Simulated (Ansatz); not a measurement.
**C3H5Si (charge +1): shift of H5 from C1 to C2, part 1 of 2**

Wanted: the energy profile along the shift of H5 from C1 to C2, from relaxed end points and a band of images. SMILES of the start: [CH+]=C=[SiH]C.

Method: UKS PBE-D4/def2-SVP, in Ansatz 0.2.0.

## (1) Starting point

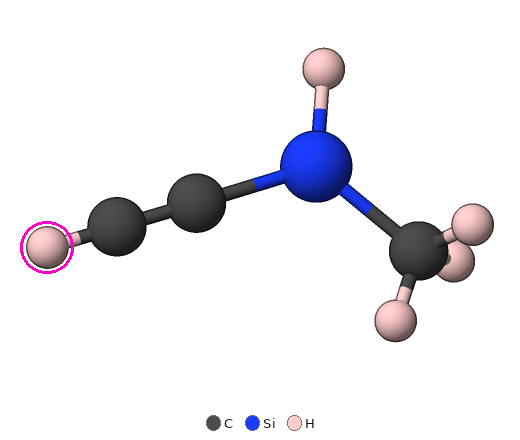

The starting structure, seen from a chosen angle (carbon dark grey, silicon blue, hydrogen pink). Ringed: H5.

Structure file:

```xyz
9

C     0.2097    1.6204   -2.1361
C     0.3740    1.0265   -1.0971
Si    0.6343    0.1392    0.4748
C    -0.5845   -1.1542    1.0559
H     0.0655    2.1383   -3.0454
H     1.8338    0.5247    1.1978
H    -1.3956   -1.2950    0.3356
H    -0.1008   -2.1227    1.2030
H    -1.0363   -0.8772    2.0115
```

## (2) End point A

Contents of input.yaml:

```yaml
crystal:
  periodic: [false, false, false]
  atoms:
    - { symbol: C, position_ang: [0.20971, 1.62044, -2.13605] }
    - { symbol: C, position_ang: [0.374, 1.02652, -1.09708] }
    - { symbol: Si, position_ang: [0.63427, 0.13922, 0.47479] }
    - { symbol: C, position_ang: [-0.58449, -1.15421, 1.05588] }
    - { symbol: H, position_ang: [0.06546, 2.13826, -3.04541] }
    - { symbol: H, position_ang: [1.83379, 0.52474, 1.19783] }
    - { symbol: H, position_ang: [-1.39559, -1.29502, 0.33559] }
    - { symbol: H, position_ang: [-0.10081, -2.12273, 1.20298] }
    - { symbol: H, position_ang: [-1.03634, -0.87722, 2.01146] }
total_charge: 1
magnetization:
  spin_polarized: true
basis:
  gaussian: { orbitals: def2-SVP }
hamiltonian:
  xc: pbe
  dispersion: d4
relax:
  f_tol: 0.02
  max_steps: 50
```

The run is started by

```console
ansatz run input.yaml --threads 2 --pin off --max-ram 3072MiB --backend cpu --events-out ev --progress --plain --runs-dir out
```

The program printed (excerpt; [...] marks lines left out):

```text
Warning: RAYON_NUM_THREADS=2 ignored (pool sized by the plan → 2); use --threads N
[...]
Functional definition: PBE
[...]
960 factors; their error is unknown
[...]
mean field -11046.82917822 eV, -405.9634844897 hartree, gradient 1.5e-5 eV, S^2 0.000000; 0 other end points of the search recorded, 0 dependent functions left out
[...]
reference -11046.82921253 eV, -405.9634857507 hartree; 18, 18 occupied and 67, 67 virtual orbitals, 960 factors
relax step   1: F+E_penalty+E_count = -11046.97246625 eV  Δ(F+E_penalty+E_count) = +0.000e0 eV  max|allowed force component| = 3.353e0 eV/Å  Δτ_max = 0.0000 Å  (31 SCF iters, accepted)
[...]
Atom 1 at     0.361295     1.002303    -1.075926 Å, force     0.003342     0.002351    -0.003052 eV/Å
Atom 2 at     0.588250     0.125071     0.444543 Å, force    -0.014970    -0.002031    -0.002581 eV/Å
Atom 3 at    -0.589053    -1.145577     1.034461 Å, force     0.003112    -0.002009    -0.000164 eV/Å
Atom 4 at     0.079441     2.164112    -3.069233 Å, force     0.000276     0.000333    -0.000121 eV/Å
Atom 5 at     1.798416     0.478091     1.237580 Å, force     0.009003     0.002202     0.003150 eV/Å
Atom 6 at    -1.425409    -1.307720     0.328108 Å, force     0.000012     0.000754     0.000176 eV/Å
Atom 7 at    -0.039883    -2.099821     1.205811 Å, force    -0.001289     0.000627     0.001570 eV/Å
Atom 8 at    -0.984655    -0.835912     2.029485 Å, force     0.000417    -0.001722     0.000569 eV/Å
Dipole moment:     0.030387    -0.032730     0.082119 e Å
```

Wall time 5.8 s (2 threads of Intel Xeon 6975P-C (Granite Rapids), shared host); peak memory 0.16 GiB.

Relaxation path:

```
step  energy from step 1 (eV)  largest force component (eV/Å)
   1                   0.0000                          3.3534
   2                  -0.1380                          0.5453
   3                  -0.1524                          0.0551
   4                  -0.1530                          0.0287
   5                  -0.1532                          0.0150
```

Step 1 is the start.

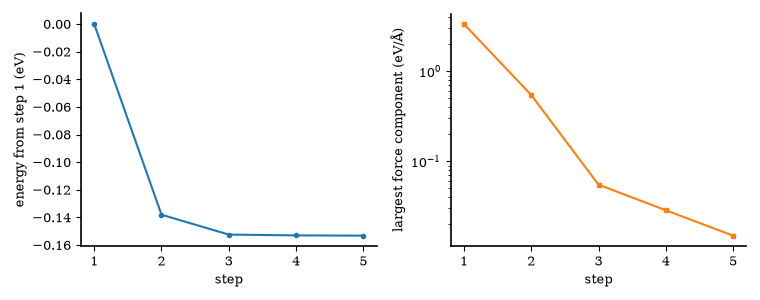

Energy and largest force along the relaxation.

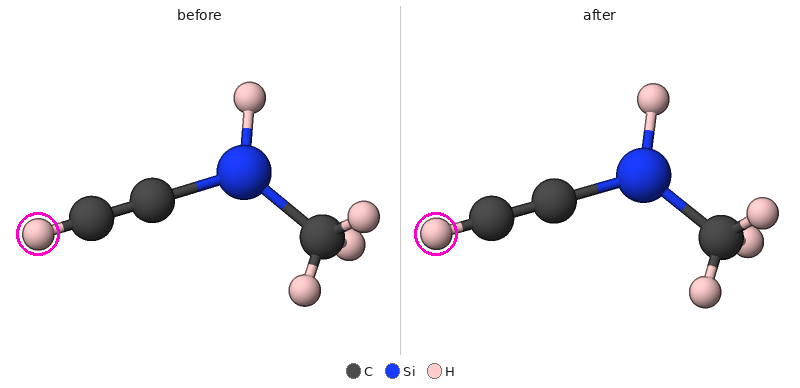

Before and after, at one scale.

After: Bond lengths: C1–C2 1.235 Å, C2–Si3 1.770 Å, Si3–C4 1.830 Å, C1–H5 1.090 Å, Si3–H6 1.489 Å, C4–H7 1.107 Å, C4–H8 1.114 Å, C4–H9 1.115 Å. Angles: C1–C2–Si3 179.5°, C2–C1–H5 180.0°, C2–Si3–C4 122.6°, C2–Si3–H6 116.4°, C4–Si3–H6 121.0°, Si3–C4–H7 112.5°, Si3–C4–H8 109.1°, Si3–C4–H9 108.9°, H7–C4–H8 110.2°, H7–C4–H9 110.0°, H8–C4–H9 106.0°.

## (3) Relaxing end B

The second end starts from a geometry with the move made by hand.

input.yaml, as its differences from that of step 2:

```diff
@@ -7,3 +7,3 @@
     - { symbol: C, position_ang: [-0.58449, -1.15421, 1.05588] }
-    - { symbol: H, position_ang: [0.06546, 2.13826, -3.04541] }
+    - { symbol: H, position_ang: [-0.451, 0.68704, -1.72336] }
     - { symbol: H, position_ang: [1.83379, 0.52474, 1.19783] }
@@ -23 +23,3 @@
   max_steps: 50
+output:
+  orbitals: {}
```

The run is started by

```console
ansatz run input.yaml --threads 2 --pin off --max-ram 3072MiB --backend cpu --events-out ev --progress --plain --runs-dir out
```

The program printed (excerpt; [...] marks lines left out):

```text
Warning: RAYON_NUM_THREADS=2 ignored (pool sized by the plan → 2); use --threads N
[...]
[... 1 set-up line as earlier in the session ...]
[...]
960 factors; their error is unknown
[...]
mean field -11043.77159089 eV, -405.8511202281 hartree, gradient 9.8e-6 eV, S^2 0.000000; 2 other end points of the search recorded, 0 dependent functions left out
[...]
reference -11043.77162202 eV, -405.8511213720 hartree; 18, 18 occupied and 67, 67 virtual orbitals, 960 factors
[...]
relax step  16: F+E_penalty+E_count = -11046.18682678 eV  Δ(F+E_penalty+E_count) = -3.601e-1 eV  max|allowed force component| = 7.927e-1 eV/Å  Δτ_max = 0.1945 Å  (35 SCF iters, accepted)
[...]
960 factors; their error is unknown
mean field -11046.26297814 eV, -405.9426770205 hartree, gradient 1.6e-5 eV, S^2 0.000000; 0 other end points of the search recorded, 0 dependent functions left out
[...]
reference -11046.26301013 eV, -405.9426781962 hartree; 18, 18 occupied and 67, 67 virtual orbitals, 960 factors
```

## (4) The output, continued: end point B relaxed

The log, continued (excerpt; [...] marks lines left out):

```text
relax step  17: F+E_penalty+E_count = -11046.41952618 eV  Δ(F+E_penalty+E_count) = -2.327e-1 eV  max|allowed force component| = 2.297e0 eV/Å  Δτ_max = 0.1983 Å  (37 SCF iters, accepted)
[...]
relax step  20: F+E_penalty+E_count = -11046.87213627 eV  Δ(F+E_penalty+E_count) = -1.095e-1 eV  max|allowed force component| = 6.305e-1 eV/Å  Δτ_max = 0.1951 Å  (33 SCF iters, accepted)
[...]
Atom 5 at     1.820432     0.621617     1.062163 Å, force     0.003349     0.002611     0.002025 eV/Å
Atom 6 at    -1.213570    -1.636716     0.750919 Å, force     0.000604     0.003352     0.000187 eV/Å
Atom 7 at     0.345015    -2.104938     1.574741 Å, force    -0.000398    -0.002140     0.000890 eV/Å
Atom 8 at    -0.707560    -0.879515     2.322869 Å, force     0.000529    -0.001362     0.000786 eV/Å
Dipole moment:     0.042734    -0.019152     0.080317 e Å
```

Run time: 31 s. Hardware: 2 threads of Intel Xeon 6975P-C (Granite Rapids), shared host; peak memory 0.16 GiB.

The steps of the relaxation:

```
step  energy from step 1 (eV)  largest force component (eV/Å)
   1                   0.0000                          8.9166
   2                  -0.6450                          2.0247
   3                  -0.7753                          0.3581
   4                  -0.7999                          0.5439
   5                  -0.8298                          0.5826
   6                  -0.8847                          0.3398
   7                  -0.9020                          1.4818
   8                  -1.0068                          0.5859
   9                  -1.0364                          1.7712
  10                  -1.0806                          1.1221
  11                  -1.1590                          1.3526
  12                  -1.2342                          2.5091
  13                  -1.2576                          3.9064
  14                  -1.5327                          3.2424
  15                  -1.9078                          3.2255
  16                  -2.2679                          0.7927
  17                  -2.5006                          2.2972
  18                  -2.6950                          1.4621
  19                  -2.8437                          1.0427
  20                  -2.9532                          0.6305
  21                  -3.0494                          0.4413
  22                  -3.1209                          0.3585
  23                  -3.1672                          0.3436
  24                  -3.1985                          0.2689
 25x                  -3.1877                          0.6835
  26                  -3.2046                          0.1273
  27                  -3.2055                          0.1993
  28                  -3.2065                          0.0064
```

Step 1 is the start. 1 step was tried and not accepted (marked x).

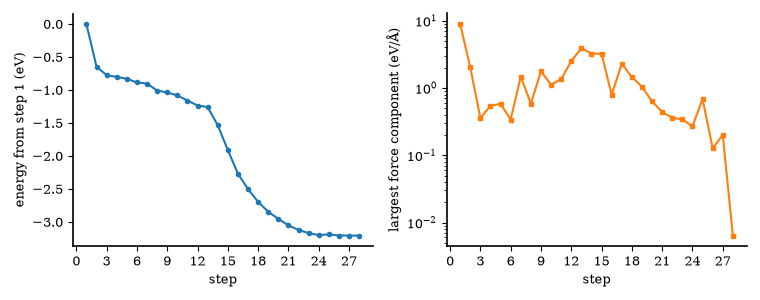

How energy and force went from step to step.

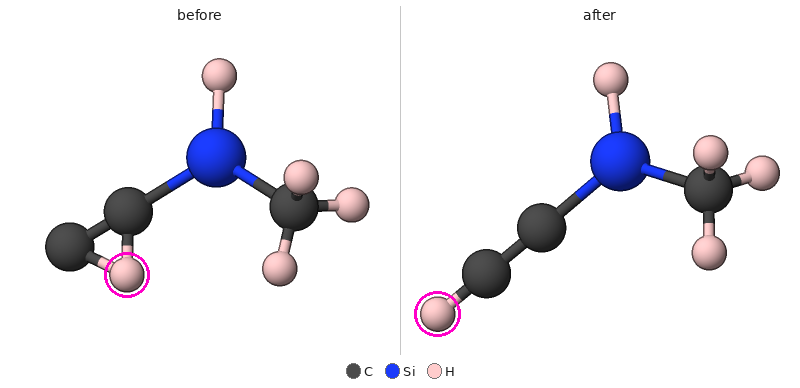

Before and after, at one scale.

After: Bond lengths: C1–C2 1.235 Å, C1–Si3 1.770 Å, Si3–C4 1.830 Å, C2–H5 1.090 Å, Si3–H6 1.490 Å, C4–H7 1.107 Å, C4–H8 1.113 Å, C4–H9 1.115 Å. Angles: C1–C2–H5 179.9°, C2–C1–Si3 179.4°, C1–Si3–C4 122.8°, C1–Si3–H6 116.2°, C4–Si3–H6 121.0°, Si3–C4–H7 112.6°, Si3–C4–H8 109.3°, Si3–C4–H9 108.5°, H7–C4–H8 110.5°, H7–C4–H9 109.7°, H8–C4–H9 106.0°.

Pairs that crossed the distance rule for bonds on the way: came closer C1–Si3; moved apart C1–H5, C2–Si3.

## (5) Nudged elastic band

crystal.atoms is end A as relaxed above, and neb.final_atoms is end B, turned to lie on A. With 5 inner images the band has 7 in all. The start path is listed, through a guess of the saddle.

Contents of input.yaml:

```yaml
crystal:
  periodic: [false, false, false]
  atoms:
    - { symbol: C, position_ang: [0.211598, 1.619453, -2.134839] }
    - { symbol: C, position_ang: [0.361295, 1.002303, -1.075926] }
    - { symbol: Si, position_ang: [0.58825, 0.125071, 0.444543] }
    - { symbol: C, position_ang: [-0.589053, -1.145577, 1.034461] }
    - { symbol: H, position_ang: [0.079441, 2.164112, -3.069233] }
    - { symbol: H, position_ang: [1.798416, 0.478091, 1.23758] }
    - { symbol: H, position_ang: [-1.425409, -1.30772, 0.328108] }
    - { symbol: H, position_ang: [-0.039883, -2.099821, 1.205811] }
    - { symbol: H, position_ang: [-0.984655, -0.835912, 2.029485] }
total_charge: 1
magnetization:
  spin_polarized: true
basis:
  gaussian: { orbitals: def2-SVP }
hamiltonian:
  xc: pbe
  dispersion: d4
neb:
  order_check: false
  images: 5
  f_tol: 0.05
  max_iterations: 60
  final_atoms:
    - { symbol: C, position_ang: [0.35778397, 1.00426846, -1.07658184] }
    - { symbol: C, position_ang: [0.20472081, 1.63337408, -2.12787288] }
    - { symbol: Si, position_ang: [0.59438021, 0.11079518, 0.43307332] }
    - { symbol: C, position_ang: [-0.58726797, -1.15002021, 1.0342835] }
    - { symbol: H, position_ang: [0.07087398, 2.18919991, -3.05537251] }
    - { symbol: H, position_ang: [1.81817976, 0.44747831, 1.21275401] }
    - { symbol: H, position_ang: [-1.39971389, -1.35032892, 0.30989271] }
    - { symbol: H, position_ang: [-0.03658278, -2.08828918, 1.27134474] }
    - { symbol: H, position_ang: [-1.02237408, -0.79647763, 1.99846894] }
  initial_path:
    images:
      - { positions_ang: [[0.211598, 1.619453, -2.134839], [0.361295, 1.002303, -1.075926], [0.58825, 0.125071, 0.444543], [-0.589053, -1.145577, 1.034461], [0.079441, 2.164112, -3.069233], [1.798416, 0.478091, 1.23758], [-1.425409, -1.30772, 0.328108], [-0.039883, -2.099821, 1.205811], [-0.984655, -0.835912, 2.029485]] }
      - { positions_ang: [[0.29981193, 1.71583204, -2.13483828], [0.42885839, 1.08408191, -1.09313245], [0.62845958, 0.16951126, 0.42891096], [-0.58893319, -1.10147012, 0.96946861], [-0.09669391, 1.74582929, -2.70803978], [1.82729624, 0.50145414, 1.22487009], [-1.40611893, -1.2304651, 0.24339841], [-0.07740206, -2.06948007, 1.12051243], [-1.01527805, -0.81529335, 1.94884002]] }
      - { positions_ang: [[0.38802586, 1.81221109, -2.13483756], [0.49642178, 1.16586082, -1.1103389], [0.66866916, 0.21395151, 0.41327893], [-0.58881338, -1.05736323, 0.90447622], [-0.27282881, 1.32754658, -2.34684656], [1.85617648, 0.52481728, 1.21216017], [-1.38682886, -1.15321021, 0.15868882], [-0.11492112, -2.03913915, 1.03521385], [-1.0459011, -0.79467469, 1.86819503]] }
      - { positions_ang: [[0.47623979, 1.90859013, -2.13483684], [0.56398517, 1.24763973, -1.12754535], [0.70887874, 0.25839177, 0.39764689], [-0.58869357, -1.01325635, 0.83948383], [-0.44896372, 0.90926387, -1.98565333], [1.88505671, 0.54818042, 1.19945026], [-1.36753879, -1.07595531, 0.07397923], [-0.15244018, -2.00879822, 0.94991528], [-1.07652415, -0.77405604, 1.78755005]] }
      - { positions_ang: [[0.43675451, 1.60714957, -1.78208518], [0.44423038, 1.37621785, -1.46098786], [0.67071256, 0.2091929, 0.4094557], [-0.58821837, -1.0588443, 0.90441705], [-0.27568449, 1.33590922, -2.34222639], [1.8627644, 0.51461305, 1.20388484], [-1.37826382, -1.16741318, 0.15261705], [-0.11382105, -2.03529521, 1.05705843], [-1.05847413, -0.7815299, 1.85785635]] }
      - { positions_ang: [[0.39726924, 1.30570902, -1.42933351], [0.32447559, 1.50479597, -1.79443037], [0.63254638, 0.15999404, 0.42126451], [-0.58774317, -1.10443225, 0.96935028], [-0.10240526, 1.76255456, -2.69879945], [1.84047208, 0.48104568, 1.20831943], [-1.38898886, -1.25887105, 0.23125488], [-0.07520191, -2.06179219, 1.16420158], [-1.0404241, -0.78900377, 1.92816265]] }
      - { positions_ang: [[0.35778397, 1.00426846, -1.07658184], [0.20472081, 1.63337408, -2.12787288], [0.59438021, 0.11079518, 0.43307332], [-0.58726797, -1.15002021, 1.0342835], [0.07087398, 2.18919991, -3.05537251], [1.81817976, 0.44747831, 1.21275401], [-1.39971389, -1.35032892, 0.30989271], [-0.03658278, -2.08828918, 1.27134474], [-1.02237408, -0.79647763, 1.99846894]] }
```

The run is started by

```console
ansatz run input.yaml --threads 2 --pin off --max-ram 3072MiB --backend cpu --events-out ev --progress --plain --runs-dir out
```

The program printed (excerpt; [...] marks lines left out):

```text
Warning: RAYON_NUM_THREADS=2 ignored (pool sized by the plan → 2); use --threads N
[...]
[... 1 set-up line as earlier in the session ...]
[...]
960 factors; their error is unknown
[...]
mean field -11046.98139181 eV, -405.9690782360 hartree, gradient 1.5e-5 eV, S^2 0.000000; 0 other end points of the search recorded, 0 dependent functions left out
[...]
reference -11046.98142594 eV, -405.9690794902 hartree; 18, 18 occupied and 67, 67 virtual orbitals, 960 factors
960 factors; their error is unknown
[...]
Atom 5 at     1.865005     0.528539     1.138999 Å, force    -0.004141     0.000256    -0.003125 eV/Å
Atom 6 at    -1.426277    -1.160018     0.158881 Å, force     0.001291     0.001027     0.001237 eV/Å
Atom 7 at    -0.084739    -2.018446     1.039151 Å, force    -0.002179    -0.000377    -0.000826 eV/Å
Atom 8 at    -1.006511    -0.743646     1.878331 Å, force     0.001894     0.002197    -0.001456 eV/Å
Dipole moment:    -0.138056    -0.521893     0.607064 e Å
this run last wrote the band of iteration 23 to <dir>
```

Wall time 2 min (2 threads of Intel Xeon 6975P-C (Granite Rapids), shared host); peak memory 0.2 GiB.

## (6) What the band shows

Images 0 and 6 are the ends. Energies count from image 0; the path length is the program's own measure over all atoms.

```
image  path (Å)  energy (eV)  H5–C1 (Å)  H5–C2 (Å)  band force (eV/Å)
    0     0.000       0.0000       1.09       2.32                  -
    1     1.021       0.4402       1.07       2.21              0.046
   2*     2.043       2.4332       1.28       1.35              0.008
    3     3.141       2.0704       2.22       1.11              0.021
    4     4.239       0.9159       2.33       1.08              0.018
    5     5.337       0.1479       2.32       1.09              0.031
    6     6.435       0.0002       2.32       1.09                  -
```

The star marks the climbing image.

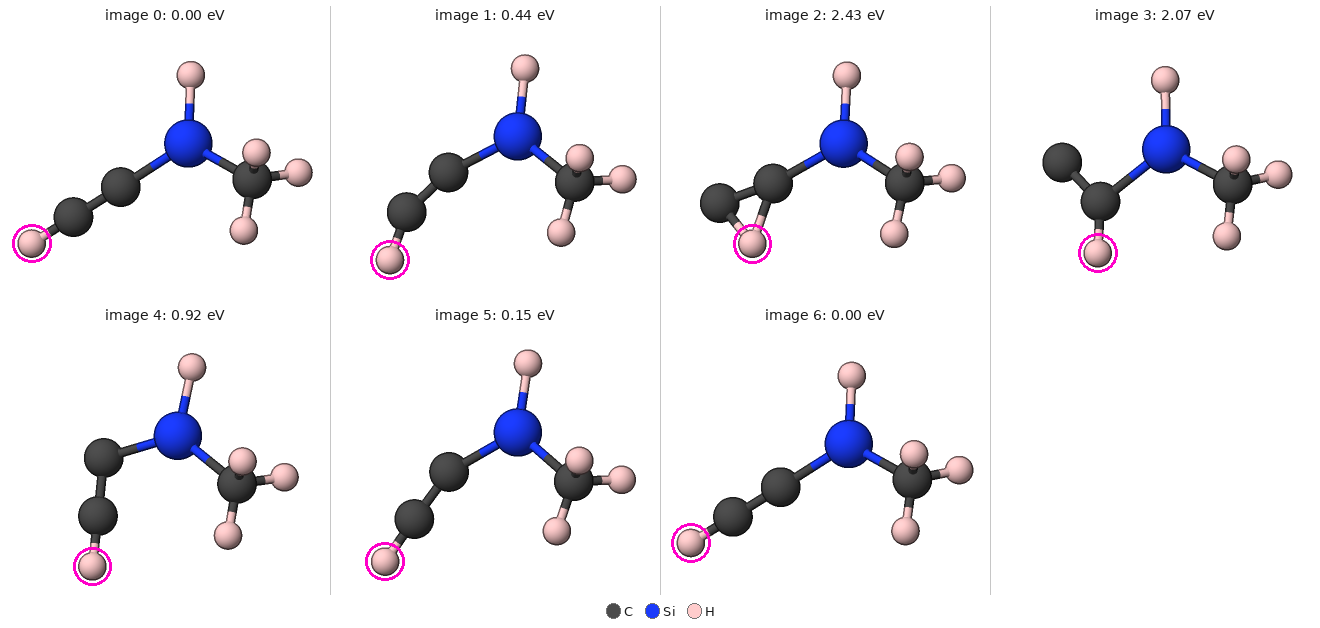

The images of the last band, seen from a chosen angle. Ringed: H5. Sticks join atoms closer than a bonding distance in each image.

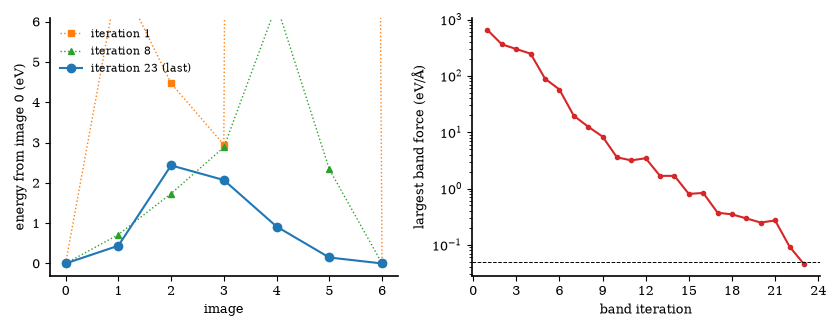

Left: energy of each image for early iterations and the last one (lines only join the points; early values far above the last band run off the scale). Right: the largest band force by iteration, with the threshold dashed.

How the highest energy settled:

```
iteration  highest image above image 0 (eV)  largest band force (eV/Å)
        1                          250.4485                    651.496
        3                          105.6743                    299.396
        5                           28.4420                     89.311
        7                            7.4605                     19.621
        9                            5.4814                      8.366
       11                            3.3271                      3.161
       13                            2.6289                      1.676
       15                            2.6475                      0.803
       17                            2.5105                      0.372
       19                            2.4384                      0.295
       21                            2.4337                      0.272
       23                            2.4332                      0.046
```

Positions of all images (Å):

```xyz
9
image=0 dE=0.0000
C     0.212    1.619   -2.135
C     0.361    1.002   -1.076
Si    0.588    0.125    0.445
C    -0.589   -1.146    1.034
H     0.079    2.164   -3.069
H     1.798    0.478    1.238
H    -1.425   -1.308    0.328
H    -0.040   -2.100    1.206
H    -0.985   -0.836    2.029
9
image=1 dE=0.4402
C     0.282    1.592   -2.036
C     0.668    1.118   -0.968
Si    0.736    0.172    0.504
C    -0.591   -1.034    0.902
H    -0.460    1.599   -2.810
H     1.916    0.437    1.350
H    -1.382   -1.099    0.129
H    -0.125   -2.035    1.051
H    -1.044   -0.750    1.879
9
image=2 dE=2.4332
C     0.570    1.930   -2.185
C     0.490    1.150   -1.155
Si    0.638    0.199    0.360
C    -0.599   -1.042    0.885
H    -0.447    1.156   -2.121
H     1.865    0.529    1.139
H    -1.426   -1.160    0.159
H    -0.085   -2.018    1.039
H    -1.007   -0.744    1.878
9
image=3 dE=2.0704
C     1.164    1.965   -1.520
C     0.191    1.088   -1.400
Si    0.550    0.303    0.220
C    -0.581   -1.022    0.818
H    -0.661    0.822   -2.053
H     1.729    0.738    1.023
H    -1.390   -1.245    0.097
H     0.016   -1.942    1.021
H    -1.018   -0.707    1.794
9
image=4 dE=0.9159
C     1.007    1.460   -1.001
C     0.052    1.210   -1.763
Si    0.776    0.355    0.398
C    -0.533   -0.923    0.743
H    -0.772    1.003   -2.434
H     1.825    0.531    1.419
H    -1.320   -1.089   -0.019
H    -0.015   -1.891    0.945
H    -1.020   -0.655    1.712
9
image=5 dE=0.1479
C     0.647    1.118   -0.934
C     0.093    1.424   -1.994
Si    0.780    0.201    0.568
C    -0.551   -1.018    0.882
H    -0.425    1.665   -2.918
H     1.915    0.434    1.499
H    -1.277   -1.031    0.046
H    -0.109   -2.030    1.020
H    -1.073   -0.763    1.832
9
image=6 dE=0.0002
C     0.358    1.004   -1.077
C     0.205    1.633   -2.128
Si    0.594    0.111    0.433
C    -0.587   -1.150    1.034
H     0.071    2.189   -3.055
H     1.818    0.447    1.213
H    -1.400   -1.350    0.310
H    -0.037   -2.088    1.271
H    -1.022   -0.796    1.998
```

(Continued in part 2 of 2.)
